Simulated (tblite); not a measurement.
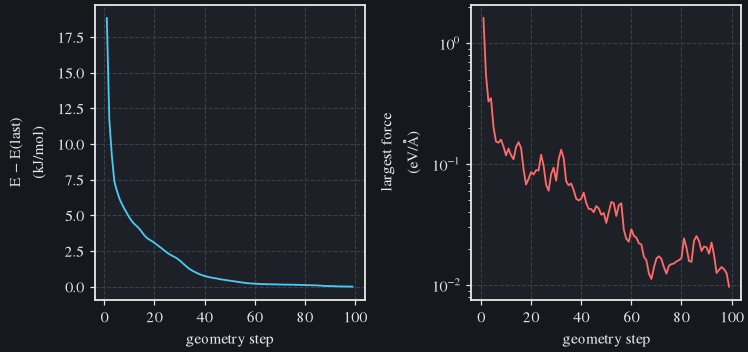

History of a geometry optimisation.

The run: C8H13Br (SMILES Br[C@@H]1CCCC12CCC2), by GFN2-xTB geometry optimisation, gas phase (tblite).

How did it end, and what did it gain?

The optimisation met its thresholds at geometry 99, counting the start as the first. The energy fell by about 19 kJ/mol from the first step to the last. The largest force goes from about 1.6 eV/Å at the start to 0.01 eV/Å at the end.
